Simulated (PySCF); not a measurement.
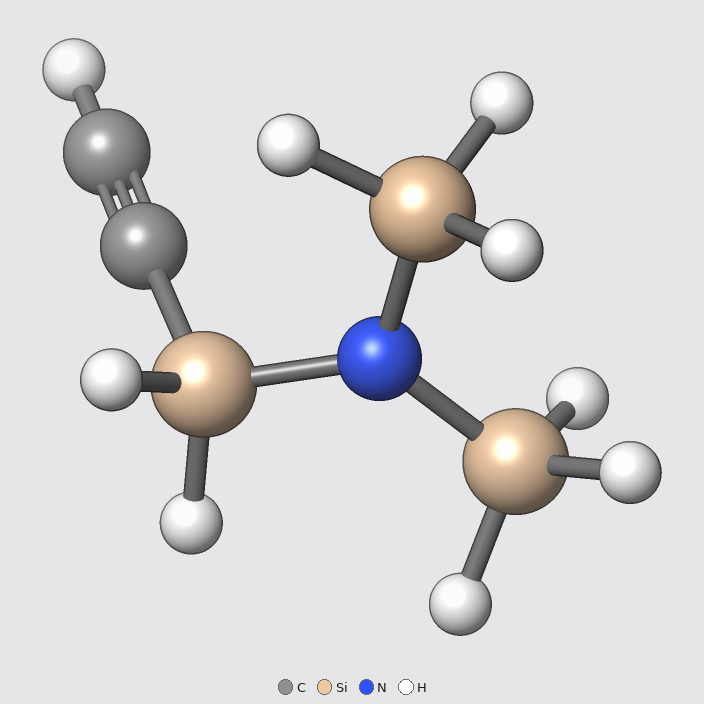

The computed structure is the end point of a PBE0-D3(BJ)/def2-SVP optimisation. No frequency run is at hand to confirm it as a minimum. Program: PySCF 2.14.0.

Compare HOMO energy (eV) at these levels: B3LYP/pcSseg-1; B97-D/pcSseg-1; KT2/pcSseg-1; KT3/pcSseg-1; PBE0/pcSseg-1; mPW1PW91/pcSseg-1.

```csv
level,HOMO energy (eV)
B3LYP/pcSseg-1,−7.48
B97-D/pcSseg-1,−6.42
KT2/pcSseg-1,−6.48
KT3/pcSseg-1,−6.51
PBE0/pcSseg-1,−7.73
mPW1PW91/pcSseg-1,−7.76
```
